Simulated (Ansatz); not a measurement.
# Ni2AgS2: relaxing a made-up structure

Starting from a made-up structure for Ni2AgS2, the aim is the relaxed cell, its shortest contacts and, where a second run follows, its electronic structure.

Main program and level: Ansatz 0.2.0; DFT, PBEsol, plane-wave PAW, files of the set soft_1, scalar-relativistic, ferromagnetic start, cell and ions relaxed at zero pressure; PAW set soft_1, in the first sound run; inputs show where later runs differ.

### 1. Starting point

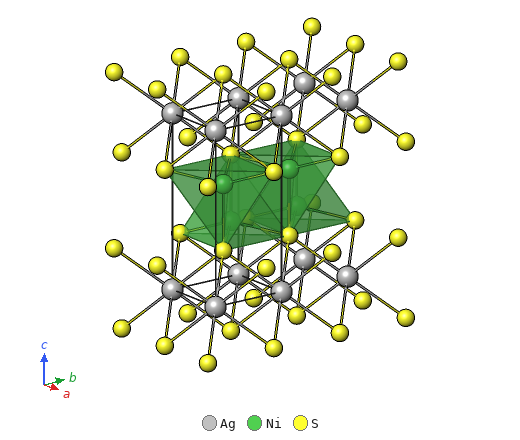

The cell as given, slightly off an axis (silver light grey, nickel green, sulfur yellow). 1×2×1 cells are drawn. Some periodic images of atoms are drawn too.

### 2. Relaxing cell and atoms

The guess takes its coordinates from another compound and its volume from a rule, so the cell and any free coordinates are relaxed together.

File input.yaml:

```yaml
crystal:
  lattice:
    - [3.811, 0.0, 0.0]
    - [-1.9055, 3.300422814, 0.0]
    - [0.0, 0.0, 6.204]
  atoms:
    - { symbol: Ag, position: [0.0, 0.0, 0.0] }
    - { symbol: Ni, position: [0.666666667, 0.333333333, 0.6361], spin: 1.0 }
    - { symbol: Ni, position: [0.333333333, 0.666666667, 0.3639], spin: 1.0 }
    - { symbol: S, position: [0.666666667, 0.333333333, 0.2583] }
    - { symbol: S, position: [0.333333333, 0.666666667, 0.7417] }
magnetization:
  spin_polarized: true
kpoints:
  mp_grid: { grid: [8, 8, 5] }
scf:
  occupations: { method: fermi_dirac, width: 0.05 }
hamiltonian:
  xc: pbesol
  pseudopotentials: { kind: paw, azcp: { folder: soft_1 }, xc_functional: pbe }
relax:
  f_tol: 0.015
  max_steps: 70
  cell: {}
output:
  forces: true
  stress: true
```

The run is started by

```bash
ansatz run input.yaml --threads 4 --pin off --max-ram 8192MiB --backend cpu --events-out ev --progress --plain --runs-dir out
```

Numbers of over 12 decimals in the logs are rounded to 6 here.

The program printed:

```text
Engine: ansatz 0.2.0, aarch64-unknown-linux-gnu
Pseudopotentials: kind: paw
Pseudopotential: Ag, paw, valence charge 19, recommended cutoff 420 eV (normal), soft_1/Ag.paw.azcp
Pseudopotential: Ni, paw, valence charge 18, recommended cutoff 420 eV (normal), soft_1/Ni.paw.azcp
Pseudopotential: S, paw, valence charge 6, recommended cutoff 420 eV (normal), soft_1/S.paw.azcp
Functional definition: PBEsol
  exchange = pbesol_x
  correlation = pbesol_c
Crystal: 5 atoms, lattice volume = 78.033 Å³
Basis set: ecut = 420 eV, 1521 PW (Γ), exchange–correlation on 54×54×90 points (8 copies of the dense FFT grid, shifted against one another)
Bands: 42, of which v1, the nominal top of the filled ones, is band 34 counted from 1 (33 counted from 0)
Symmetry: 12 space group operations
Space group: P-3m1 (ITA 164), of the structure as read, at distance tolerance 4.3e-5 Å
Magnetic group: BNS 164.85 (UNI 1315), of the structure as read, at distance tolerance 4.3e-5 Å
k-points: 40 of 320
Non-local potential: Ag, projectors of the file, l = 0: 3, l = 1: 2, l = 2: 2, l = 3: 1
Non-local potential: Ni, projectors of the file, l = 0: 3, l = 1: 2, l = 2: 3, l = 3: 1
Non-local potential: S, projectors of the file, l = 0: 2, l = 1: 2, l = 2: 1
PAW form: soft (Blöchl's): semilocal exchange-correlation on the pseudo side does not see the compensation charge
PAW frozen core: Ag, regenerated for the run's functional, and the local potential with it (the file was generated under x = pbe(κ = 0.804, μ = 0.219515), c = pbe(β = 0.066725))
PAW frozen core: Ni, regenerated for the run's functional, and the local potential with it (the file was generated under x = pbe(κ = 0.804, μ = 0.219515), c = pbe(β = 0.066725))
PAW frozen core: S, regenerated for the run's functional, and the local potential with it (the file was generated under x = pbe(κ = 0.804, μ = 0.219515), c = pbe(β = 0.066725))
PAW one-centre angular grid: Ag, 590 points (default); XC on 64 Gauss nodes
PAW one-centre angular grid: Ni, 590 points (default); XC on 64 Gauss nodes
PAW one-centre angular grid: S, 110 points (default); XC on 64 Gauss nodes
Initial density: superposition of atomic densities (chi_scale 0.1, normalization cell, long waves kept (reshape's long-wave potential 0.01 eV rms))
Starting moments: Σ|m| = 2 μB on 2 of 5 sites
Initial wavefunctions: pseudopotential atomic-orbital guess
Functional: x = pbesol(κ = 0.804, μ = 0.123457), c = pbesol(β = 0.046)
SCF iter   1: F=—  HF=-20899.022257 eV  |F-HF|=—  |Δ(HF+E_count)|=         —  Δρ=6.30e-2 (↑4.59e-2 ↓6.30e-2)  dr2=9.51e0  dr2_m=7.57e-2  M=1.954 μB ∫|m|=1.965 μB  β_m=0.30  ethr=3.10e-3  ⟨swp⟩=7.5  Hψ=14588  notcnv=0  defer=4
Mixer restart at iter 1: flushing history
preconditioner: auto → Kerker (q_TF=auto, 2.660 Å⁻¹)  [metal: Δε(μ)=0.018 eV  Ē_g=8.418 eV  σ=0.050 eV  W_gap=0.09  n_scr=22 (ndim 8)  ℏωp=27.6 eV  f_vac=0.000  D(μ)=3.76/eV (n_scr^D=34)]
spin=Collinear: Kerker preconditioning applied to the charge; magnetization (m = ρ↑ − ρ↓) channel mixes plain (no charge-response kernel on spin).
SCF iter   2: F=—  HF=-20901.420164 eV  |F-HF|=—  |Δ(HF+E_count)|=    2.40e0  Δρ=2.38e-2 (↑1.17e-2 ↓2.38e-2)  dr2=2.31e0  dr2_m=4.15e-2  M=1.945 μB ∫|m|=1.963 μB  β_m=0.36  ethr=3.10e-3  ⟨swp⟩=3.1  Hψ=6758  notcnv=0  defer=169
SCF iter   3: F=—  HF=-20902.330255 eV  |F-HF|=—  |Δ(HF+E_count)|=   9.10e-1  Δρ=2.35e-2 (↑8.40e-3 ↓2.35e-2)  dr2=1.80e0  dr2_m=6.36e-2  M=1.828 μB ∫|m|=1.850 μB  β_m=0.19  ethr=3.10e-3  ⟨swp⟩=2.1  Hψ=4390  notcnv=0  defer=168
SCF iter   4: F=—  HF=-20902.787222 eV  |F-HF|=—  |Δ(HF+E_count)|=   4.57e-1  Δρ=1.50e-2 (↑1.50e-2 ↓9.86e-3)  dr2=5.38e-1  dr2_m=4.73e-2  M=1.713 μB ∫|m|=1.741 μB  β_m=0.72  ethr=2.68e-3  ⟨swp⟩=2.5  Hψ=4575  notcnv=0  defer=167
SCF iter   5: F=—  HF=-20902.666749 eV  |F-HF|=—  |Δ(HF+E_count)|=   1.20e-1  Δρ=6.72e-3 (↑2.13e-3 ↓6.72e-3)  dr2=5.05e-2  dr2_m=7.54e-3  M=1.351 μB ∫|m|=1.376 μB  β_m=0.73  ethr=8.03e-4  ⟨swp⟩=3.2  Hψ=6730  notcnv=0  defer=167
SCF iter   6: F=—  HF=-20902.717566 eV  |F-HF|=—  |Δ(HF+E_count)|=         —  Δρ=1.92e-2 (↑1.36e-2 ↓1.92e-2)  dr2=2.43e-2  dr2_m=1.89e-1  M=0.796 μB ∫|m|=0.825 μB  β_m=0.73  ethr=7.54e-5  ⟨swp⟩=2.5  Hψ=5527  notcnv=0  defer=167
Mixer restart at iter 6: flushing history
SCF iter   7: F=—  HF=-20902.728223 eV  |F-HF|=—  |Δ(HF+E_count)|=   1.07e-2  Δρ=1.32e-2 (↑1.32e-2 ↓1.09e-2)  dr2=3.64e-3  dr2_m=1.03e-1  M=0.576 μB ∫|m|=0.601 μB  β_m=0.66  ethr=3.63e-5  ⟨swp⟩=2.5  Hψ=6553  notcnv=0  defer=167
SCF iter   8: F=—  HF=-20902.765940 eV  |F-HF|=—  |Δ(HF+E_count)|=   3.77e-2  Δρ=1.66e-2 (↑3.47e-3 ↓1.66e-2)  dr2=1.80e-1  dr2_m=3.67e-2  M=0.257 μB ∫|m|=0.273 μB  β_m=0.53  ethr=5.43e-6  ⟨swp⟩=2.8  Hψ=7568  notcnv=0  defer=167
SCF iter   9: F=—  HF=-20902.718399 eV  |F-HF|=—  |Δ(HF+E_count)|=   4.75e-2  Δρ=2.86e-3 (↑2.86e-3 ↓2.45e-3)  dr2=9.86e-3  dr2_m=1.25e-4  M=0.032 μB ∫|m|=0.038 μB  β_m=0.78  ethr=5.43e-6  ⟨swp⟩=3.3  Hψ=8068  notcnv=0  defer=166
SCF iter  10: F=—  HF=-20902.723679 eV  |F-HF|=—  |Δ(HF+E_count)|=   5.28e-3  Δρ=2.43e-3 (↑2.43e-3 ↓1.97e-3)  dr2=1.02e-2  dr2_m=5.40e-5  M=0.025 μB ∫|m|=0.027 μB  β_m=0.89  ethr=5.43e-6  ⟨swp⟩=2.1  Hψ=4952  notcnv=0  defer=166
SCF iter  11: F=—  HF=-20902.723813 eV  |F-HF|=—  |Δ(HF+E_count)|=   1.34e-4  Δρ=1.05e-3 (↑8.90e-4 ↓1.05e-3)  dr2=2.33e-3  dr2_m=5.41e-6  M=-0.008 μB ∫|m|=0.008 μB  β_m=0.77  ethr=5.43e-6  ⟨swp⟩=2.5  Hψ=5171  notcnv=0  defer=166
SCF iter  12: F=—  HF=-20902.723402 eV  |F-HF|=—  |Δ(HF+E_count)|=   4.11e-4  Δρ=4.03e-4 (↑2.51e-4 ↓4.03e-4)  dr2=4.95e-5  dr2_m=7.06e-5  M=-0.017 μB ∫|m|=0.017 μB  β_m=0.88  ethr=3.47e-6  ⟨swp⟩=2.0  Hψ=4005  notcnv=0  defer=166
SCF iter  13: F=—  HF=-20902.723408 eV  |F-HF|=—  |Δ(HF+E_count)|=   6.15e-6  Δρ=5.41e-5 (↑1.63e-5 ↓5.41e-5)  dr2=2.79e-6  dr2_m=6.20e-7  M=-0.001 μB ∫|m|=0.001 μB  β_m=0.91  ethr=7.39e-8  ⟨swp⟩=2.2  Hψ=4968  notcnv=0  defer=166
SCF iter  14: F=—  HF=-20902.723408 eV  |F-HF|=—  |Δ(HF+E_count)|=   8.81e-8  Δρ=1.66e-5 (↑1.66e-5 ↓7.28e-6)  dr2=4.12e-7  dr2_m=4.71e-8  M=0.001 μB ∫|m|=0.001 μB  β_m=0.95  ethr=4.16e-9  ⟨swp⟩=2.0  Hψ=4574  notcnv=0  defer=166
SCF iter  15: F=—  HF=-20902.723408 eV  |F-HF|=—  |Δ(HF+E_count)|=   2.36e-8  Δρ=6.50e-6 (↑4.59e-6 ↓6.50e-6)  dr2=1.13e-7  dr2_m=1.28e-9  M=0.000 μB ∫|m|=0.000 μB  β_m=0.98  ethr=6.15e-10  ⟨swp⟩=2.3  Hψ=5061  notcnv=0  defer=166
SCF iter  16: F=—  HF=-20902.723408 eV  |F-HF|=—  |Δ(HF+E_count)|=   7.93e-9  Δρ=2.89e-6 (↑2.89e-6 ↓2.00e-6)  dr2=1.88e-8  dr2_m=2.05e-10  M=-0.000 μB ∫|m|=0.000 μB  β_m=0.99  ethr=1.69e-10  ⟨swp⟩=1.4  Hψ=3883  notcnv=0  defer=166
[...]
relax step   7: F+E_penalty+E_count = -20903.02167666 eV  Δ(F+E_penalty+E_count) = -1.614e-2 eV  max|allowed force component| = 3.573e-2 eV/Å  Δτ_max = 0.0975 Å  P = -0.107 GPa  Ω = 73.137 Å³  energy of the carried Pulay correction = +1.968e-3 eV  (17 SCF iters, accepted)
[...]
relax step   8: F+E_penalty+E_count = -20903.02238196 eV  Δ(F+E_penalty+E_count) = -7.053e-4 eV  max|allowed force component| = 1.104e-2 eV/Å  Δτ_max = 0.0190 Å  P = -0.004 GPa  Ω = 73.206 Å³  energy of the carried Pulay correction = +1.939e-3 eV  (9 SCF iters, dr2 threshold 1.27e-7 eV, accepted)
Basis set: ecut = 420 eV, 1423 PW (Γ), exchange–correlation on 54×54×80 points (8 copies of the dense FFT grid, shifted against one another)
Initial wavefunctions: pseudopotential atomic-orbital guess (no wavefunctions were taken with the density)
iter 1 solved again at ethr=9.45e-7 eV; its pass at ethr=3.10e-3 eV (dr2=6.33e-4 eV) is discarded
SCF iter   1: F=—  HF=-20903.020380 eV  |F-HF|=—  |Δ(HF+E_count)|=         —  Δρ=1.32e-4 (↑1.32e-4 ↓1.32e-4)  dr2=3.21e-5  dr2_m=2.93e-12  M=-0.000 μB ∫|m|=0.000 μB  β_m=0.65  ethr=9.45e-7  ⟨swp⟩=3.0  Hψ=23852  notcnv=0
preconditioner: auto → Kerker (q_TF=auto, 2.289 Å⁻¹)  [metal: Δε(μ)=0.061 eV  Ē_g=9.174 eV  σ=0.050 eV  W_gap=0.29  n_scr=22 (ndim 8)  ℏωp=28.5 eV  f_vac=0.016  D(μ)=2.77/eV (n_scr^D=22)]
spin=Collinear: Kerker preconditioning applied to the charge; magnetization (m = ρ↑ − ρ↓) channel mixes plain (no charge-response kernel on spin).
SCF iter   2: F=—  HF=-20903.020375 eV  |F-HF|=—  |Δ(HF+E_count)|=   4.83e-6  Δρ=3.23e-5 (↑3.23e-5 ↓3.23e-5)  dr2=1.21e-6  dr2_m=4.26e-13  M=-0.000 μB ∫|m|=0.000 μB  β_m=0.55  ethr=4.79e-8  ⟨swp⟩=2.3  Hψ=5089  notcnv=0
SCF iter   3: F=—  HF=-20903.020378 eV  |F-HF|=—  |Δ(HF+E_count)|=   3.01e-6  Δρ=2.42e-5 (↑2.42e-5 ↓2.42e-5)  dr2=9.25e-7  dr2_m=7.32e-14  M=-0.000 μB ∫|m|=0.000 μB  β_m=0.52  ethr=1.81e-9  ⟨swp⟩=2.0  Hψ=6091  notcnv=0
SCF iter   4: F=—  HF=-20903.020379 eV  |F-HF|=—  |Δ(HF+E_count)|=   9.91e-7  Δρ=2.17e-5 (↑2.17e-5 ↓2.17e-5)  dr2=9.36e-7  dr2_m=1.20e-14  M=-0.000 μB ∫|m|=0.000 μB  β_m=0.51  ethr=1.38e-9  ⟨swp⟩=2.6  Hψ=5780  notcnv=0
SCF iter   5: F=—  HF=-20903.020380 eV  |F-HF|=—  |Δ(HF+E_count)|=   1.41e-6  Δρ=2.12e-5 (↑2.12e-5 ↓2.12e-5)  dr2=1.07e-6  dr2_m=7.14e-15  M=-0.000 μB ∫|m|=0.000 μB  β_m=0.75  ethr=1.38e-9  ⟨swp⟩=1.0  Hψ=3363  notcnv=0
SCF iter   6: F=—  HF=-20903.020382 eV  |F-HF|=—  |Δ(HF+E_count)|=   1.44e-6  Δρ=1.81e-5 (↑1.81e-5 ↓1.81e-5)  dr2=8.88e-7  dr2_m=5.47e-15  M=0.000 μB ∫|m|=0.000 μB  β_m=0.88  ethr=1.38e-9  ⟨swp⟩=2.0  Hψ=3986  notcnv=0
SCF iter   7: F=—  HF=-20903.020382 eV  |F-HF|=—  |Δ(HF+E_count)|=   9.23e-7  Δρ=6.76e-6 (↑6.75e-6 ↓6.76e-6)  dr2=1.15e-7  dr2_m=3.69e-14  M=-0.000 μB ∫|m|=0.000 μB  β_m=0.90  ethr=1.33e-9  ⟨swp⟩=2.1  Hψ=4946  notcnv=0
SCF iter   8: F=—  HF=-20903.020383 eV  |F-HF|=—  |Δ(HF+E_count)|=   3.30e-8  Δρ=8.74e-7 (↑8.73e-7 ↓8.74e-7)  dr2=1.69e-9  dr2_m=2.12e-15  M=-0.000 μB ∫|m|=0.000 μB  β_m=0.95  ethr=1.71e-10  ⟨swp⟩=2.0  Hψ=4877  notcnv=0
SCF iter   9: F=—  HF=-20903.020383 eV  |F-HF|=—  |Δ(HF+E_count)|=   3.76e-9  Δρ=1.30e-7 (↑1.30e-7 ↓1.30e-7)  dr2=5.17e-11  dr2_m=9.02e-17  M=-0.000 μB ∫|m|=0.000 μB  β_m=0.98  ethr=2.52e-12  ⟨swp⟩=2.0  Hψ=5019  notcnv=0
SCF iter  10: F=—  HF=-20903.020383 eV  |F-HF|=—  |Δ(HF+E_count)|=  7.28e-12  Δρ=2.98e-8 (↑2.98e-8 ↓2.96e-8)  dr2=4.12e-12  dr2_m=1.29e-17  M=-0.000 μB ∫|m|=0.000 μB  β_m=0.99  ethr=1.00e-12  ⟨swp⟩=1.1  Hψ=3365  notcnv=0
SCF iter  11: F=-20903.020383 eV  HF=-20903.020383 eV  |F-HF|=0.00e0  |Δ(HF+E_count)|=  7.28e-12  Δρ=2.94e-8 (↑2.94e-8 ↓2.94e-8)  dr2=2.22e-12  dr2_m=6.40e-19  M=0.000 μB ∫|m|=0.000 μB  ethr=1.00e-12  ⟨swp⟩=3.8  Hψ=11607  notcnv=0
the starting moments were not kept: the SCF closed with an absolute magnetisation of 9.2e-10 μB, where they sum to 2 μB in size (2 sites). That is at most 0.1 of that sum. Measured as dr2_m measures the in/out step, that magnetisation stands 2.2e-19 eV from none, at or under the dr2_threshold of 5.0e-11 eV: it is no larger than a step whose dr2_m would equal this threshold.
SCF 9 converged in 11 iterations: F = -20903.020383 eV  dr2 = 2.22e-12
relax step   9: F+E_penalty+E_count = -20903.02038250 eV  Δ(F+E_penalty+E_count) = +1.999e-3 eV  max|allowed force component| = 1.082e-2 eV/Å  Δτ_max = 0.0000 Å  P = +0.001 GPa  Ω = 73.206 Å³  stress off target by 7.57e-3 GPa  SCF on the basis re-selected at this cell (its energy is not comparable with the rows above)  (11 SCF iters)
basis re-selected at this cell: Δ(F+E_penalty+E_count) = +1.999e-3 eV, ΔP = +0.005 GPa vs the last step (what re-selecting the basis moved, of the pressure what is left beyond the Pulay correction that the steps carried, after the strain that the cell walked since its last selection, with what the two solves' SCF thresholds leave and, on support functions, any second-order correction that the steps lacked; it is no measure of the basis error at this ecutwfc). The dense FFT grid was sized anew with the basis: this SCF ran on 27×27×40 points, the steps before it on 27×27×45, so part of this shift can come from that change (see relax.cell in the input reference). [rest of the remark cut]
SCF converged after 11 iterations
Magnetization: 0.0000 μB (33.5000 up, 33.5000 down)
Absolute magnetization: 0.0000 μB (∫|ρ↑−ρ↓|, with the PAW one-centre terms)
Spin contamination: 0.0000 ħ² per cell (⟨S²⟩ above its minimum at these occupations)
Per-site moments (μB) at R_I (Å): [(-2.5430730773308544e-11, 1.137869), (1.5352794470732208e-10, 0.908643), (1.5352802518605053e-10, 0.908643), (-1.9116589675832865e-11, 0.908643), (-1.911669087837421e-11, 0.908643)]
Free energy (F): -20903.020383 eV
Harris-Foulkes:  -20903.020383 eV  (|F-HF|=0.00e0)
Internal energy: -20902.996451 eV  (E = F + TS)
E sigma→0 (E₀):  -20903.008417 eV
Entropy (-TS):   -0.023932 eV (-4.786 meV/atom)
Fermi energy:    13.463529 eV
--- Per-component energies (eV) ---
  E_band       = -981.654999
  E_kinetic    = 1365.037365
  E_local      = -9990.554975  (includes V_loc(G=0)·N_el)
  E_nonlocal   = -121.026167
  E_hartree    = 5073.425024
  E_xc         = -558.374303
  E_vxc        = -656.889380  (∫ρ·V_xc dr)
  E_paw        = -8323.600583  (= ΣΔE_a)
  E_vpaw       = -1725.073753  (= ΣTr[D̂ρ^β])
  E_aug_tail   = 0.002019  (compensation charges beyond the density's cutoff)
  E_ewald      = -8348.746048
  E_core_change = 0.841217  (= ΣΔE_core)
  E_smearing   = -0.023932  (= −TS)
  E_closure    = 0.000000  (closes the sum)
  Σ components = -20903.020383   (vs F -20903.020383, Δ=0.00e0)
--- Forces (eV/Å), atoms counted from 1 ---
  atom   1  Ag     0.00000000     0.00000000     0.00000000
  atom   2  Ni     0.00000000     0.00000000    -0.01081600
  atom   3  Ni    -0.00000000    -0.00000000     0.01081600
  atom   4  S      0.00000000     0.00000000    -0.00728944
  atom   5  S     -0.00000000    -0.00000000     0.00728944
  max |Σ_I F_I| component: 4.63e-18 eV/Å
--- Stress (GPa, compression-positive) ---
        0.005656      -0.000000      -0.000000
        0.000000       0.005656       0.000000
        0.000000       0.000000      -0.007568
  P = ⅓ Tr σ = 0.0012 GPa (0.012 kbar)
--- Relaxed structure (8 steps of the walk, 7 accepted, 1 SCFs on fresh bases) ---
  F+E_penalty+E_count = -20903.02038250 eV   max|allowed force component| = 1.082e-2 eV/Å   (the final SCF, on the basis selected at the relaxed cell)
  cell:  # Å, volume = 73.2056 Å³
    - [3.772623, 0, -1.488057399894653e-17]
    - [-1.886311, 3.267187, 7.440286999473263e-18]
    - [-2.4224371841244233e-17, 0, 5.939184]
  atoms:
    - { symbol: Ag, position: [0, 0, 1.1184548523383672e-19] }
    - { symbol: Ni, position: [0.666667, 0.333333, 0.659685] }
    - { symbol: Ni, position: [0.333333, 0.666667, 0.340315] }
    - { symbol: S, position: [0.666667, 0.333333, 0.284991] }
    - { symbol: S, position: [0.333333, 0.666667, 0.715009] }
```

It took 40 s on 4 threads of Arm Neoverse V2, shared host; peak memory 0.58 GiB.

Relaxation path:

| step | energy less that of the first step (eV) | largest force component (eV/Å) | pressure (GPa) | volume (Å³) |
| --- | --- | --- | --- | --- |
| 1 | 0.0000 | 1.1966 | -8.30 | 78.03 |
| 2 | -0.1839 | 0.8509 | -4.15 | 75.02 |
| 3 | -0.2591 | 0.3191 | 2.01 | 72.47 |
| 4 | -0.2752 | 0.0917 | -0.09 | 73.42 |
| 5 | -0.2821 | 0.0823 | -0.36 | 73.46 |
| 6 | -0.2481 | 0.1234 | -1.17 | 73.11 |
| 7 | -0.2983 | 0.0357 | -0.11 | 73.14 |
| 8 | -0.2990 | 0.0110 | 0.00 | 73.21 |
| 9* | -0.2970 | 0.0108 | 0.00 | 73.21 |

Relaxation steps marked * repeat the geometry before them on a plane-wave basis chosen anew for their cell, so energy and pressure can jump there. Relaxation step 6 was tried and not accepted.

Forces are held to the 12 operations that the run works with; a distortion that breaks them can't arise in this run.

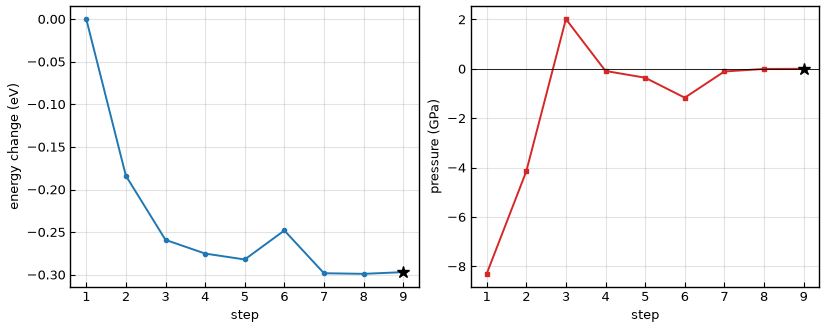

Energy and pressure along the relaxation. Stars mark steps on a basis chosen anew.

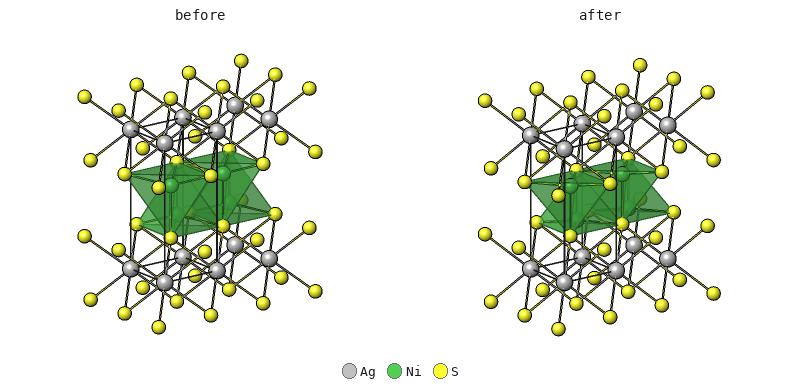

Before and after, at one scale.

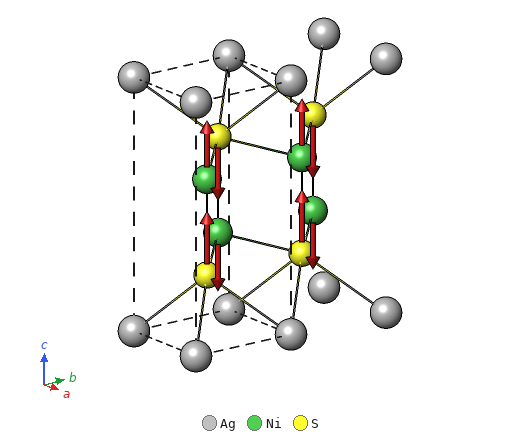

Displacements in the relaxation, exaggerated, measured against the changing cell; the longest in the cell stands for 0.16 Å. Bonds to atoms that aren't drawn are left out. 1×2×1 cells are drawn. Some periodic images of atoms are drawn too.

| conventional cell, symmetrised | before | after | change |
| --- | --- | --- | --- |
| a (Å) | 3.811 | 3.773 | -1.0 % |
| b (Å) | 3.811 | 3.773 | -1.0 % |
| c (Å) | 6.204 | 5.939 | -4.3 % |
| volume (Å³/atom) | 15.61 | 14.64 | -6.2 % |

The atoms that moved most (Å, as changes of fractional coordinates times the final cell):

| atom | dx | dy | dz | length |
| --- | --- | --- | --- | --- |
| S5 | 0.000 | 0.000 | -0.159 | 0.159 |
| S4 | 0.000 | 0.000 | 0.159 | 0.159 |
| Ni3 | 0.000 | 0.000 | -0.140 | 0.140 |
| Ni2 | 0.000 | 0.000 | 0.140 | 0.140 |

The relaxed structure:

```xyz
5
Lattice="3.7726 0.0000 0.0000 -1.8863 3.2672 0.0000 0.0000 0.0000 5.9392" Properties=species:S:1:pos:R:3 pbc="T T T"
Ag    0.0000    0.0000    0.0000
Ni    1.8863    1.0891    3.9180
Ni    0.0000    2.1781    2.0212
S     1.8863    1.0891    1.6926
S     0.0000    2.1781    4.2466
```

Numbers from this step:

```yaml
free_energy: -20903.0204 eV
energy_at_zero_smearing: -20903.0084 eV
smearing_term_ts: 0.02393 eV
fermi_energy: 13.46 eV
electrons: 67
symmetry_operations: 12
pressure: 0.001248 GPa
```

Shortest distances by pair of elements, guess and relaxed (not always the same contact):

| pair | guess (Å) | relaxed (Å) |
| --- | --- | --- |
| Ni–S | 2.296 | 2.203 |
| Ag–S | 2.722 | 2.758 |
| Ni–Ni | 2.774 | 2.888 |
| Ag–Ni | 3.152 | 2.971 |
| S–S | 3.720 | 3.357 |

The relaxation ends with a largest force component of 0.011 eV/Å and a pressure of 0.00 GPa. The starting moments have collapsed: the run ends non-magnetic.

(Part 1 of 2 ends here.)

[Logs are printed without paths, hosts, clocks, repeated set-up lines and the standing remarks that a program may print on its own settings, such as how far it seeks lower states.]

[Hosts, paths, dates, database ids (printed as entryN), source tags and the programs' standing remarks are cut or masked in the printed files.]
